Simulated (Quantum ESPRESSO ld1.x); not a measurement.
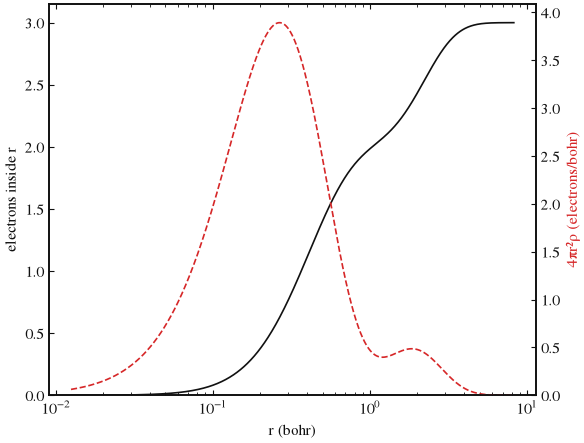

Fig. 1: The number of electrons inside radius r (solid) and the radial density 4πr²ρ (dashed). The count levels off at 3 electrons. Half of them lie within 0.542 bohr, 90 % within 2.64 bohr and 99 % within 4.32 bohr. The radial density has a minimum at 1.21 bohr, where the count stands at 2.1; this parts the shells that the density resolves.

Atomic calculation, with input and output: Be⁺

- system: the Be⁺ ion in the configuration [He] 2s1 (high spin).
- method: non-relativistic Kohn-Sham, LDA (Slater exchange, VWN5 correlation), spin-polarised, spherical densities, point nucleus (Quantum ESPRESSO ld1.x 7.5)

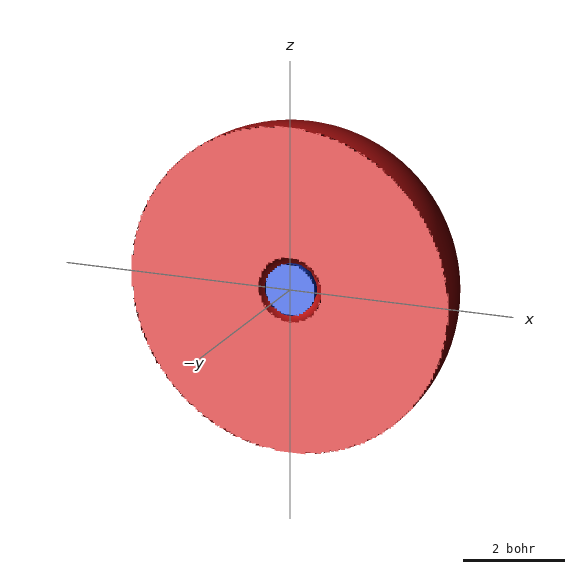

Fig. 2: The 2s orbital of down spin. The surface of constant |ψ| that holds about 85 % of the electron is drawn, red where ψ is positive and blue where it is negative, with the half in front of the xz plane cut away and the cut face painted. The radial function comes from the spherical calculation and is multiplied by a real spherical harmonic; the overall sign is chosen so that the largest lobe of P(r) is positive. It has no angular node and 1 radial node, at r = 0.591 bohr. The outermost maximum of P² lies at 1.91 bohr, ⟨r⟩ = 2.38 bohr, 90 % of the charge lies within 3.73 bohr, and the eigenvalue is −12.0 eV (the orbital is empty).

These pictures come from the run below.

**Input**
```
 &input
    atom='Be',
    iswitch=1,
    rel=0,
    lsd=1,
    dft='SLA-VWN',
    config='[He] 2s1',
    verbosity='high',
    prefix='ld1',
    max_out_wfc=37,
    file_charge='ld1.rho',
 /
```

**Output**
```
     Program LD1 v.7.5 starts

     --------------------------- All-electron run ----------------------------

     atomic number is  4.00
     dft =SLA-VWN   lsd =1 sic =0 latt =0  beta=0.20 tr2=1.0E-14
     Exchange-correlation= SLA-VWN
                           (   1   2   0   0   0   0   0)
     mesh =1625 r(mesh) = 100.05356 a.u. xmin = -7.00 dx = 0.00800
     1 Ry =  13.60569312 eV

     n l     nl                  e(Ry)          e(Ha)          e(eV)
     1 0     1S 1( 1.00)      -8.560295837      -4.280147919   -116.4687582
     2 0     2S 1( 1.00)      -1.050964572      -0.525482286    -14.2991014
     1 0     1S 2( 1.00)      -8.523747370      -4.261873685   -115.9714910
     2 0     2S 2( 0.00)      -0.885100700      -0.442550350    -12.0424085

     final scf error:  2.7E-17 reached in  14 iterations

     Etot =     -28.231024 Ry,     -14.115512 Ha,    -384.102655 eV
     Total magnetization:    1.00 Bohr mag.

     Ekin =      28.006319 Ry,      14.003160 Ha,     381.045387 eV
     Encl =     -63.170128 Ry,     -31.585064 Ha,    -859.473373 eV
     Eh   =      11.565280 Ry,       5.782640 Ha,     157.353657 eV
     Exc  =      -4.632497 Ry,      -2.316248 Ha,     -63.028326 eV

     normalization and overlap integrals

     s(1S/1S) =  1.000000  <r> =   0.4241  <r2> =    0.2453  r(max) =   0.2687
     s(1S/2S) = -0.000000
     s(2S/2S) =  1.000000  <r> =   2.2648  <r2> =    6.0275  r(max) =   1.8771
     s(1S/1S) =  1.000000  <r> =   0.4234  <r2> =    0.2440  r(max) =   0.2687
     s(1S/2S) = -0.000000
     s(2S/2S) =  1.000000  <r> =   2.3751  <r2> =    6.7014  r(max) =   1.9073

     ------------------------ End of All-electron run ------------------------
```

**Orbitals**

```tsv
orbital	occupation	energy (eV)	⟨r⟩ (bohr)	outer maximum (bohr)
1s up	1	−116.469	0.4241	0.269
1s down	1	−115.971	0.4234	0.269
2s up	1	−14.299	2.265	1.88
2s down	0	−12.042	2.375	1.91
```

**Results in brief**

- outcome: converged
- total energy: −14.115512 hartree
- kinetic energy: 14.003160 hartree
- electron–nucleus energy: −31.585064 hartree
- Hartree energy: 5.782640 hartree
- exchange–correlation energy: −2.316248 hartree
- radius at density 0.001 e/bohr³: 3.45 bohr
- SCF iterations: 14
- hardware: 1 CPU thread, shared host
- wall time: 0.6 s
